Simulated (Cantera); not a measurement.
Input: 1 mol B₂O₃, 1.6 mol NH₃, 6 mol N₂, held at 0.640 bar.

These are equilibrium values from Cantera (NASA tables, ideal gas, pure condensed phases), not measurements of a reactor. Candidate condensed phases: B, BN, B₂O₃, B₃O₃H₃, H₂O; 39 gas species. Mutual solubility and eutectic melting of coexisting phases are not modelled. Gases not in the tables: H₃BO₃. Kinetics and transport are ignored.

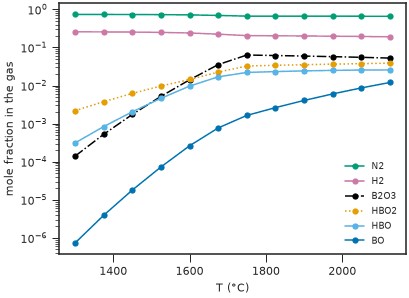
*Equilibrium gas composition (values under 1e-9 drawn at 1e-9)*

From 1300 °C to 1600 °C the condensed part is BN(s) + B₂O₃(l). At 1675 °C the condensed part is B₂O₃(l). From 1750 °C to 2125 °C nothing is condensed.
